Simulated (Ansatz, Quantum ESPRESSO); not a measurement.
# 1T-MnF2, 1 layer in an electric field, part 4 of 6

Aim: how 1T-MnF2, 1 layer screens a field along its normal, and what the field does to its bands.

Quantum ESPRESSO 7.5; plane-wave DFT, RPBE, GBRV ultrasoft pseudopotentials made under PBE; geometry and cross-check by Ansatz 0.2.0 with PAW datasets.

So far. Step 4 (Potential by pp.x): The vacuum is flat to 0.1 meV/Å, so its level is well defined. Inside the slab the curve depends on the local part of the pseudopotentials; only the vacuum level has a meaning of its own. Step 6 (Self-consistent run: field 0.1 V/Å): The dipole goes from -0.0000 to 0.0125 e Å, 0.1247 e Å per V/Å.

## (7) Potential by pp.x

f1.pot.in reads:

```
&inputpp
  prefix = 'f1'
  outdir = './out'
  filplot = 'f1.pot.dat'
  plot_num = 11
/
```

On the command line:

```console
> OMP_NUM_THREADS=1 mpirun -n 4 pp.x -in f1.pot.in > f1.pot.out
```

Elapsed: 0.86 s, on 4 MPI ranks of Arm Neoverse V2, shared host; peak memory 0.1 GiB.

Read from the output:

```
slope of the potential above                                          : 0.1000 eV/Å
upper vacuum line continued to the top atoms, over the Fermi level    : 4.435 eV
slope of the potential below                                          : 0.10000 eV/Å
lower vacuum line continued to the bottom atoms, over the Fermi level : 4.476 eV
```

The slope in the vacuum is 0.100 eV/Å for an applied 0.10 V/Å, as it should be.

## (8) Ground state: field 0.2 V/Å

f2.in reads:

```
&control
  prefix = 'f2'
  outdir = './out'
  pseudo_dir = './pseudo'
  calculation = 'scf'
  tprnfor = .true.
  tefield = .true.
  dipfield = .true.
/
&system
  ibrav = 0
  nat = 3
  ntyp = 2
  ecutwfc = 40
  ecutrho = 200
  input_dft = 'rpbe'
  occupations = 'smearing'
  smearing = 'fd'
  degauss = 0.004
  edir = 3
  emaxpos = 0.97
  eopreg = 0.04
  eamp = 0.00388938
  nspin = 2
  starting_magnetization(2) = 0.67
/
&electrons
  conv_thr = 1e-09
  mixing_beta = 0.4
  electron_maxstep = 120
  mixing_mode = 'plain'
  startingpot = 'file'
/
ATOMIC_SPECIES
  F   18.9984  f_pbe_v1.4.uspp.F.UPF
  Mn  54.9380  mn_pbe_v1.5.uspp.F.UPF
CELL_PARAMETERS angstrom
  3.33998657526777 0.00000000000000 0.00000000000000
  -1.66999328763389 2.89251322248088 0.00000000000000
  0.00000000000000 0.00000000000000 19.27496372880000
ATOMIC_POSITIONS crystal
  F   0.666666666667 0.333333333333 0.450099526108
  Mn  -0.000000000000 0.000000000000 0.499999997183
  F   0.333333333333 0.666666666667 0.549900476709
K_POINTS automatic
  12 12 1 0 0 0
```

On the command line:

```console
> cp -r out/f0.save out/f2.save
> OMP_NUM_THREADS=1 mpirun -n 4 pw.x -nk 4 -in f2.in > f2.out
```

What it wrote:

```text
[banner, memory and clock lines left out]
Program PWSCF v.7.5 starts
[...]
number of electrons       =        29.00
     number of Kohn-Sham states=           19
     kinetic-energy cutoff     =      40.0000  Ry
     charge density cutoff     =     200.0000  Ry
[...]
number of k points=    74  Fermi-Dirac smearing, width (Ry)=  0.0040
[...]
Dense  grid:    60061 G-vectors     FFT dimensions: (  30,  30, 180)
[...]
The initial density is read from file :
[...]
negative rho (up, down):  3.713E-04 1.214E-03
[...]
Starting wfcs are   21 randomized atomic wfcs
[...]
negative rho (up, down):  3.703E-04 1.214E-03
[...]
estimated scf accuracy    <       0.00079507 Ry
     total magnetization       =     5.00 Bohr mag/cell
     absolute magnetization    =     5.00 Bohr mag/cell
[...]
negative rho (up, down):  3.704E-04 1.214E-03
[...]
estimated scf accuracy    <       0.00009844 Ry
     total magnetization       =     5.00 Bohr mag/cell
     absolute magnetization    =     5.00 Bohr mag/cell
[...]
negative rho (up, down):  3.706E-04 1.214E-03
[...]
estimated scf accuracy    <       0.00000160 Ry
     total magnetization       =     5.00 Bohr mag/cell
     absolute magnetization    =     5.00 Bohr mag/cell
[...]
negative rho (up, down):  3.707E-04 1.214E-03
[...]
estimated scf accuracy    <       0.00000026 Ry
     total magnetization       =     5.00 Bohr mag/cell
     absolute magnetization    =     5.00 Bohr mag/cell
[...]
negative rho (up, down):  3.708E-04 1.214E-03
[...]
estimated scf accuracy    <       0.00000009 Ry
     total magnetization       =     5.00 Bohr mag/cell
     absolute magnetization    =     5.00 Bohr mag/cell
[...]
negative rho (up, down):  3.708E-04 1.214E-03
[...]
estimated scf accuracy    <          2.3E-09 Ry
     total magnetization       =     5.00 Bohr mag/cell
     absolute magnetization    =     5.00 Bohr mag/cell
[...]
negative rho (up, down):  3.709E-04 1.214E-03
[...]
Computed dipole along edir(3) :
        Dipole                0.0471 Ry au,          0.1197 Debye
        Dipole field          0.0005 Ry au,
        E field amplitude [Ha a.u.]:  3.8894E-03
        Potential amp.        0.2391 Ry
        Total length         34.9674 bohr
[...]
the Fermi energy is    -1.8163 ev
!    total energy              =    -308.79985465 Ry
     estimated scf accuracy    <          7.4E-10 Ry
     smearing contrib. (-TS)   =      -0.00000000 Ry
     internal energy E=F+TS    =    -308.79985465 Ry
[...]
one-electron contribution =   -1536.35590258 Ry
     hartree contribution      =     770.72569555 Ry
     xc contribution           =     -45.79742943 Ry
     ewald contribution        =     502.62812603 Ry
     electric field correction =      -0.00034421 Ry
     total magnetization       =     5.00 Bohr mag/cell
     absolute magnetization    =     5.00 Bohr mag/cell
     convergence has been achieved in   7 iterations
     negative rho (up, down):  3.709E-04 1.214E-03
[...]
Total force =     0.014704     Total SCF correction =     0.000107
[...]
```

Run time: 36 s. Hardware: 4 MPI ranks; peak memory 0.76 GiB.

Numbers from this step:

| Quantity | Value |
| --- | --- |
| free energy | -4201.4361 eV |
| Fermi energy | -1.816 eV |
| dipole along the normal | 0.02492 e·Å |
| site moments | 0.0978, 4.245, 0.0997 μB |

The dipole goes from -0.0000 to 0.0249 e Å, 0.1246 e Å per V/Å.

## (9) Potential by pp.x

f2.pot.in reads:

```
&inputpp
  prefix = 'f2'
  outdir = './out'
  filplot = 'f2.pot.dat'
  plot_num = 11
/
```

On the command line:

```console
> OMP_NUM_THREADS=1 mpirun -n 4 pp.x -in f2.pot.in > f2.pot.out
```

Run time: 0.85 s. Hardware: 4 MPI ranks; peak memory 0.11 GiB.

Read from the output:

| Property | Result |
| --- | --- |
| slope of the potential above | 0.2000 eV/Å |
| upper vacuum line continued to the top atoms, over the Fermi level | 4.417 eV |
| slope of the potential below | 0.2000 eV/Å |
| lower vacuum line continued to the bottom atoms, over the Fermi level | 4.500 eV |

The slope in the vacuum is 0.200 eV/Å for an applied 0.20 V/Å, as it should be.

## (10) Bands along a path: field 0.2 V/Å

f2.bands.in reads:

```
&control
  prefix = 'f2.bands'
  outdir = './out'
  pseudo_dir = './pseudo'
  calculation = 'bands'
  tefield = .true.
  dipfield = .true.
/
&system
  ibrav = 0
  nat = 3
  ntyp = 2
  ecutwfc = 40
  ecutrho = 200
  input_dft = 'rpbe'
  occupations = 'smearing'
  smearing = 'fd'
  degauss = 0.004
  edir = 3
  emaxpos = 0.97
  eopreg = 0.04
  eamp = 0.00388938
  nbnd = 20
  nspin = 2
  starting_magnetization(2) = 0.67
/
&electrons
  conv_thr = 1e-07
  mixing_beta = 0.4
  electron_maxstep = 120
  mixing_mode = 'local-TF'
/
ATOMIC_SPECIES
  F   18.9984  f_pbe_v1.4.uspp.F.UPF
  Mn  54.9380  mn_pbe_v1.5.uspp.F.UPF
CELL_PARAMETERS angstrom
  3.33998657526777 0.00000000000000 0.00000000000000
  -1.66999328763389 2.89251322248088 0.00000000000000
  0.00000000000000 0.00000000000000 19.27496372880000
ATOMIC_POSITIONS crystal
  F   0.666666666667 0.333333333333 0.450099526108
  Mn  -0.000000000000 0.000000000000 0.499999997183
  F   0.333333333333 0.666666666667 0.549900476709
K_POINTS crystal_b
4
  0.0000000000 0.0000000000 0.0000000000 14
  0.5000000000 0.0000000000 0.0000000000 14
  0.3333333333 0.3333333333 0.0000000000 14
  0.0000000000 0.0000000000 0.0000000000 1
```

On the command line:

```console
> cp -r out/f2.save out/f2.bands.save
> cp out/f2.xml out/f2.bands.xml
> OMP_NUM_THREADS=1 mpirun -n 4 pw.x -nk 4 -in f2.bands.in > f2.bands.out
```

What it wrote:

```text
[banner, memory and clock lines left out]
Program PWSCF v.7.5 starts
[citation notice left out]

[...]
bravais-lattice index     =            0
     lattice parameter (alat)  =       6.3117  a.u.
     unit-cell volume          =    1256.6382 (a.u.)^3
     number of atoms/cell      =            3
     number of atomic types    =            2
     number of electrons       =        29.00
     number of Kohn-Sham states=           20
     kinetic-energy cutoff     =      40.0000  Ry
     charge density cutoff     =     200.0000  Ry
     Exchange-correlation= RPBE
                           (   1   4  44   4   0   0   0)

[...]
PseudoPot. # 1 for F  read from file:
     ./pseudo/f_pbe_v1.4.uspp.F.UPF
     Pseudo is Ultrasoft, Zval =  7.0
     Generated by new atomic code, or converted to UPF format
     Using radial grid of  799 points,  4 beta functions with:
                l(1) =   0
                l(2) =   0
                l(3) =   1
                l(4) =   1
     Q(r) pseudized with  8 coefficients,  rinner =    0.950   0.950   0.950

     PseudoPot. # 2 for Mn read from file:
     ./pseudo/mn_pbe_v1.5.uspp.F.UPF
     Pseudo is Ultrasoft + core correction, Zval = 15.0
     Generated by new atomic code, or converted to UPF format
     Using radial grid of  859 points,  6 beta functions with:
                l(1) =   0
                l(2) =   0
                l(3) =   1
                l(4) =   1
                l(5) =   2
                l(6) =   2
     Q(r) pseudized with  8 coefficients,  rinner =    0.950   0.950   0.950
                                                       0.950   0.950

     atomic species   valence    mass     pseudopotential
     F                 7.00    18.99840     F ( 1.00)
     Mn               15.00    54.93800     Mn( 1.00)

     Starting magnetic structure
     atomic species   magnetization
     F               0.000
     Mn              0.670

     No symmetry found

[...]
number of k points=    43  Fermi-Dirac smearing, width (Ry)=  0.0040
[...]
Dense  grid:    60061 G-vectors     FFT dimensions: (  30,  30, 180)

     Smooth grid:    43053 G-vectors     FFT dimensions: (  25,  25, 150)

     Check: negative core charge=   -0.000014
     Generating pointlists ...
     new r_m :   0.2661 (alat units)  1.6798 (a.u.) for type    1
     new r_m :   0.2661 (alat units)  1.6798 (a.u.) for type    2

     The potential is recalculated from file :
     ./out/f2.bands.save/charge-density

     negative rho (up, down):  3.709E-04 1.214E-03

     Adding external electric field

     Computed dipole along edir(3) :
        Dipole                0.0471 Ry au,          0.1197 Debye
        Dipole field          0.0005 Ry au,

        E field amplitude [Ha a.u.]:  3.8894E-03
        Potential amp.        0.2391 Ry
        Total length         34.9674 bohr

     Adding external electric field

     Computed dipole along edir(3) :
        Dipole                0.0471 Ry au,          0.1197 Debye
        Dipole field          0.0005 Ry au,

        E field amplitude [Ha a.u.]:  3.8894E-03
        Potential amp.        0.2391 Ry
        Total length         34.9674 bohr

     Starting wfcs are   21 randomized atomic wfcs

     Band Structure Calculation
     Davidson diagonalization with overlap

     ethr =  3.45E-10,  avg # of iterations = 36.7

     End of band structure calculation

 ------ SPIN UP ------------

          k = 0.0000 0.0000 0.0000 (  5413 PWs)   bands (ev):

   -83.9999 -52.8167 -52.7092 -52.7092 -26.7855 -26.1716  -9.0666  -9.0666
    -9.0127  -7.4247  -7.4247  -7.1832  -4.9074  -4.9074  -4.3698  -3.0295
    -3.0295  -0.5935   0.9893   1.5540

          k = 0.0357 0.0206 0.0000 (  5389 PWs)   bands (ev):

   -83.9999 -52.8166 -52.7096 -52.7093 -26.7818 -26.1728  -9.0694  -9.0612
    -9.0084  -7.4509  -7.4353  -7.1765  -4.9011  -4.8991  -4.3717  -3.0463
    -3.0339  -0.5550   1.0129   1.5798

[...]
```

It took 18 s on 4 MPI ranks; peak memory 0.32 GiB.

Band numbers count within the set of bands kept for display. The electronic bands at the labelled points (eV, zero at the Fermi level, which the smearing puts inside the gap; # counts the bands kept):

```
point  up #9  up #10  up #11  up #12  down #7  down #8  down #9  down #10
    Γ  -2.55   -1.21   -1.21    1.22     1.51     1.51     1.54      2.36
    M  -2.79   -1.95   -1.39    5.84     1.36     1.64     1.97      2.31
    K  -2.68   -1.80   -1.80    6.45     1.49     1.76     1.77      2.46
    Γ  -2.55   -1.21   -1.21    1.22     1.51     1.51     1.54      2.36
```

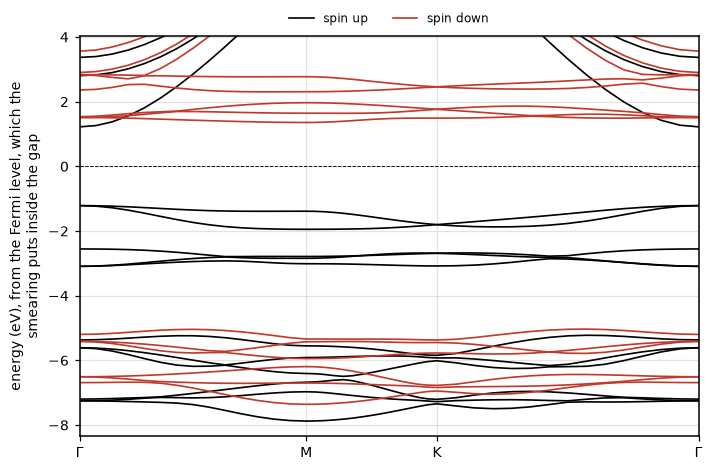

Electronic bands along the path; the two colours are the two spins.

Upper empty bands that drop with the field can be states of the vacuum, held by the sawtooth; they depend on the cell's width.

## (11) Ground state: field 0.4 V/Å

f3.in, as its differences from the input of step 8:

```diff
@@ -1,3 +1,3 @@
 &control
-  prefix = 'f2'
+  prefix = 'f3'
   outdir = './out'
@@ -22,3 +22,3 @@
   eopreg = 0.04
-  eamp = 0.00388938
+  eamp = 0.00777876
   nspin = 2
```

On the command line:

```console
> cp -r out/f0.save out/f3.save
> OMP_NUM_THREADS=1 mpirun -n 4 pw.x -nk 4 -in f3.in > f3.out
```

What it wrote:

```text
[banner, memory and clock lines left out]
Program PWSCF v.7.5 starts
[...]
number of electrons       =        29.00
     number of Kohn-Sham states=           19
     kinetic-energy cutoff     =      40.0000  Ry
     charge density cutoff     =     200.0000  Ry
[...]
number of k points=    74  Fermi-Dirac smearing, width (Ry)=  0.0040
[...]
Dense  grid:    60061 G-vectors     FFT dimensions: (  30,  30, 180)
[...]
The initial density is read from file :
[...]
negative rho (up, down):  3.713E-04 1.214E-03
[...]
Starting wfcs are   21 randomized atomic wfcs
[...]
negative rho (up, down):  3.684E-04 1.213E-03
[...]
estimated scf accuracy    <       0.00319556 Ry
     total magnetization       =     5.00 Bohr mag/cell
     absolute magnetization    =     5.00 Bohr mag/cell
[...]
negative rho (up, down):  3.687E-04 1.213E-03
[...]
estimated scf accuracy    <       0.00039554 Ry
     total magnetization       =     5.00 Bohr mag/cell
     absolute magnetization    =     5.00 Bohr mag/cell
[...]
negative rho (up, down):  3.689E-04 1.213E-03
[...]
estimated scf accuracy    <       0.00000596 Ry
     total magnetization       =     5.00 Bohr mag/cell
     absolute magnetization    =     5.00 Bohr mag/cell
[...]
negative rho (up, down):  3.693E-04 1.214E-03
[...]
estimated scf accuracy    <       0.00000114 Ry
     total magnetization       =     5.00 Bohr mag/cell
     absolute magnetization    =     5.00 Bohr mag/cell
[...]
negative rho (up, down):  3.693E-04 1.214E-03
[...]
estimated scf accuracy    <       0.00000052 Ry
     total magnetization       =     5.00 Bohr mag/cell
     absolute magnetization    =     5.00 Bohr mag/cell
[...]
negative rho (up, down):  3.694E-04 1.214E-03
[...]
estimated scf accuracy    <       0.00000002 Ry
     total magnetization       =     5.00 Bohr mag/cell
     absolute magnetization    =     5.00 Bohr mag/cell
[...]
negative rho (up, down):  3.694E-04 1.214E-03
[...]
Computed dipole along edir(3) :
        Dipole                0.0942 Ry au,          0.2395 Debye
        Dipole field          0.0009 Ry au,
        E field amplitude [Ha a.u.]:  7.7788E-03
        Potential amp.        0.4781 Ry
        Total length         34.9674 bohr
[...]
the Fermi energy is    -1.6805 ev
!    total energy              =    -308.80040414 Ry
     estimated scf accuracy    <          5.1E-10 Ry
     smearing contrib. (-TS)   =      -0.00000000 Ry
     internal energy E=F+TS    =    -308.80040414 Ry
[...]
one-electron contribution =   -1536.34877077 Ry
     hartree contribution      =     770.71864782 Ry
     xc contribution           =     -45.79703016 Ry
     ewald contribution        =     502.62812603 Ry
     electric field correction =      -0.00137705 Ry
     total magnetization       =     5.00 Bohr mag/cell
     absolute magnetization    =     5.00 Bohr mag/cell
     convergence has been achieved in   7 iterations
     negative rho (up, down):  3.694E-04 1.214E-03
[...]
Total force =     0.019211     Total SCF correction =     0.000062
[...]
```

It took 37 s on 4 MPI ranks; peak memory 0.62 GiB; 2.4 min of CPU time.

This step gave:

- free energy: -4201.4435 eV
- Fermi energy: -1.681 eV
- dipole along the normal: 0.04986 e·Å
- site moments: 0.0968, 4.245, 0.1007 μB

The dipole goes from -0.0000 to 0.0499 e Å, 0.1247 e Å per V/Å.

## (12) Potential by pp.x

f3.pot.in reads:

```
&inputpp
  prefix = 'f3'
  outdir = './out'
  filplot = 'f3.pot.dat'
  plot_num = 11
/
```

On the command line:

```console
> OMP_NUM_THREADS=1 mpirun -n 4 pp.x -in f3.pot.in > f3.pot.out
```

Wall time 0.85 s (4 MPI ranks); peak memory 0.11 GiB; 3.1 s of CPU time.

This step gave:

- slope of the potential above: 0.4000 eV/Å
- upper vacuum line continued to the top atoms, over the Fermi level: 4.275 eV
- slope of the potential below: 0.4000 eV/Å
- lower vacuum line continued to the bottom atoms, over the Fermi level: 4.440 eV

The slope in the vacuum is 0.400 eV/Å for an applied 0.40 V/Å, as it should be.

Each curve counts from the Fermi level of its own run.

The runs together. The potential energy by z:

```
z (Å)  potential at 0 V/Å (eV)  potential at 0.1 V/Å (eV)  potential at 0.2 V/Å (eV)  potential at 0.4 V/Å (eV)
    0                     4.47                       4.03                       3.61                       2.66
    2                     4.47                       3.81                       3.16                       1.77
    4                     4.47                       4.01                       3.56                       2.57
    6                     4.47                       4.21                       3.96                       3.37
    8                     2.89                       2.82                       2.76                       2.53
   10                    -11.8                      -11.8                      -11.8                      -11.9
   12                     4.36                       4.47                       4.60                       4.74
   14                     4.47                       4.77                       5.10                       5.64
   16                     4.47                       4.97                       5.50                       6.44
   18                     4.47                       5.17                       5.90                       7.24
```

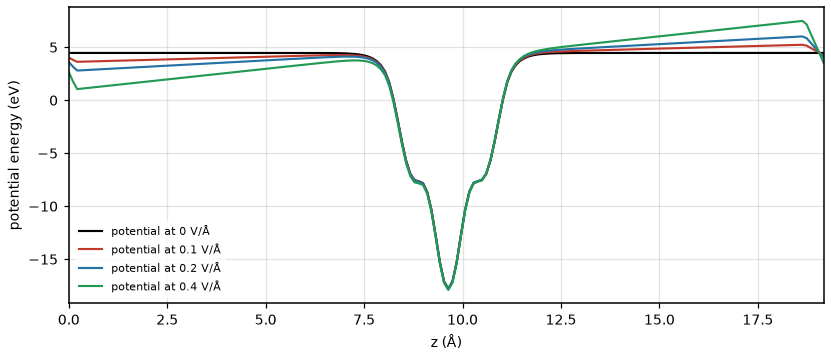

Potential energy, plotted against z.

(Continued in part 5 of 6.)

[Logs are printed without paths, hosts, clocks, repeated set-up lines and the standing remarks that a program may print on its own settings, such as how far it seeks lower states.]

[Hosts, paths, dates, database ids (printed as entryN), source tags and the programs' standing remarks are cut or masked in the printed files.]

[Maps of the electrostatic potential energy from Ansatz leave out the sawtooth potential of an applied field or a dipole correction, so their vacuum need not be flat; planar profiles and work functions include it.]
